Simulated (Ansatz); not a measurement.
The parent structure is SnO (space group P4/nmm, No. 129; a = 3.769 Å, c = 4.557 Å; layered, stacked along the Cartesian z axis; relaxed with 0.1 eV smearing). Axes: x, y, z lie along a, b, c of the conventional cell.

Structures relaxed with PBEsol-D3(BJ), PAW, 420 eV (Ansatz, an electronic-structure program; without spin-orbit coupling).

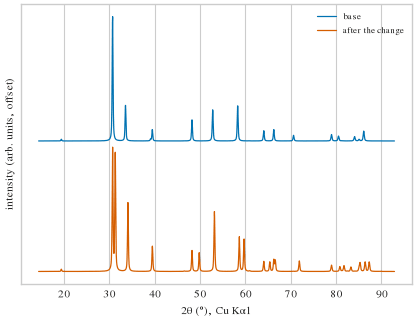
Fig. 1. Simulated powder patterns before (top) and after one change

Task: Which of these changes matches the shifts?
(A) uniaxial strain ε_xx = −0.60 %
(B) uniaxial strain ε_xx = −1.80 %
(C) uniaxial strain ε_xx = −3.00 %

Result: C, uniaxial strain ε_xx = −3.00 %. Its volume per atom is 15.69 Å³ against 16.18 Å³, and its space group is Pmmn (No. 59).

No phonon test of stability was made. The final runs are not spin-polarised.
